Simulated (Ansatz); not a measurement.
All values below come from PBE (plane waves to 420 eV, PAW; Ansatz, a first-principles code).

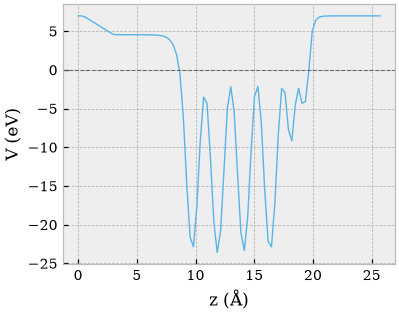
Figure: Planar average of the electrostatic potential across the slab, in eV from the Fermi level, for CO on the 1x1 (110) surface of bcc Mo, one in a 1x1 cell, started at the site 'hollow Mo-Mo-Mo'

Slab: 6 atoms, 6.5 Å thick at the start under the adsorbate (thin: gaps and levels are the slab's own); k 12x12x1, smearing 0.1 eV, dipole-corrected; 2 atoms held, the rest relaxed; held to the start's symmetry, so lower structures may exist; no spin, no spin-orbit, no U, no dispersion correction. At the end it is bonded to Mo. In PBE it is, or lies within 0.03 eV of, the lowest of the starts that converged.

Problem. The surface cell has an area of 7.06 Å². What dipole along the normal does the step between the two vacuum levels imply?

Solution. the top vacuum level lies 2.44 eV above the bottom one; p = −ε₀ A ΔV (ε₀ = 0.005526 e/(V·Å)) gives -0.10 e·Å a cell.
